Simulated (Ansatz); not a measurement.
Input file:

```
crystal:
  periodic: [false, false, false]
  atoms:
    - {symbol: B, position_ang: [-1.018265, 0.948464, -1.467905]}
    - {symbol: Al, position_ang: [0.409747, 0.578717, 0.053711]}
    - {symbol: C, position_ang: [0.499923, -1.100868, 1.059714]}
    - {symbol: H, position_ang: [-0.826947, 0.683392, -2.624015]}
    - {symbol: H, position_ang: [-2.090519, 1.447237, -1.256135]}
    - {symbol: H, position_ang: [1.482963, 1.712110, 0.400573]}
    - {symbol: H, position_ang: [-0.322875, -1.788466, 0.853700]}
    - {symbol: H, position_ang: [1.435582, -1.622189, 0.826597]}
    - {symbol: H, position_ang: [0.518890, -0.904498, 2.136761]}
basis:
  gaussian: {orbitals: def2-TZVPP}
hamiltonian: {xc: pbe0, dispersion: d4}
output: {orbitals: {seedname: orbitals}}
```

Launched as:

```sh
ansatz run in.yaml --threads 2 --pin off --events-out ev --progress --plain --max-ram 4352MiB
```

Geometry: PBE0-D4/def2-TZVP.

These are results of RKS PBE0-D4/def2-TZVPP in Ansatz 0.2.0, not measurements.

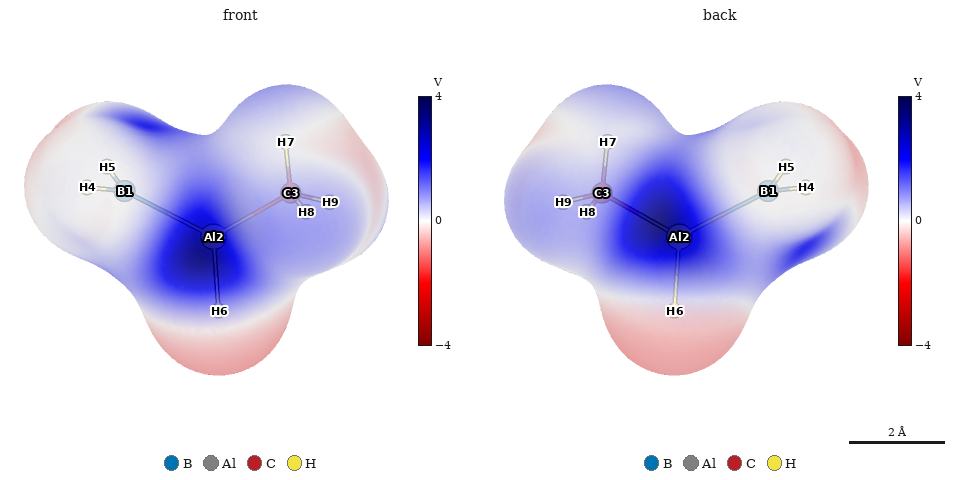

CH$_{6}$AlB (SMILES [BH2][AlH][CH3]). The electrostatic potential painted on the density surface at 0.002 e/bohr³, seen from the front and from behind; the colour scale runs from red (negative) to blue (positive).

Where is the surface potential most negative and most positive?

The most negative region (about −0.6 V) lies over H6, the most positive (about +3.4 V) over Al2.
